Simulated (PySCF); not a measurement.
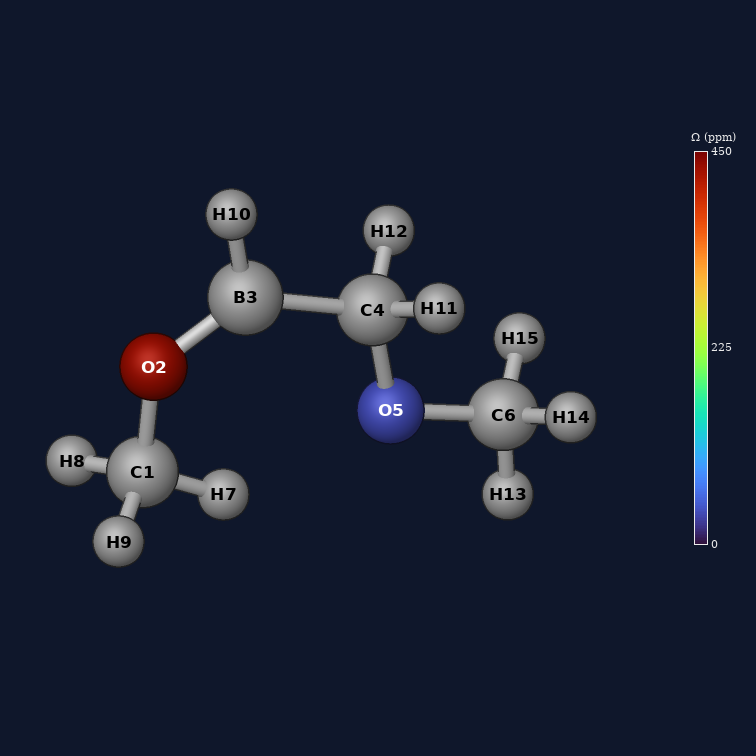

The O atoms are coloured by the span of their shielding tensor. The computed structure is the end point of a GFN2-xTB optimisation. No frequency run is at hand to confirm it as a minimum. Method: GIAO PBE0/pcSseg-1 NMR shielding, non-relativistic, gas phase (PySCF 2.14.0). Principal shieldings σ11 ≤ σ22 ≤ σ33, span Ω = σ33 − σ11, skew κ = 3(σiso − σ22)/Ω.

Question: Which O atom has the most anisotropic shielding?

Answer: O2, with a span of 434 ppm.

Give the shielding tensors of the O atoms.

```csv
atom,σ11,σ22,σ33,σiso,Ω,κ
O2,−64.1,139.2,369.6,148.2,433.7,0.06
O5,309.1,327.9,344.7,327.3,35.6,−0.06
```

Shieldings and span in ppm.

The geometry is semi-empirical. Around B such bond lengths and angles can be off by a tenth of an ångström or more and by several degrees, and values that hang on the shape move with them.
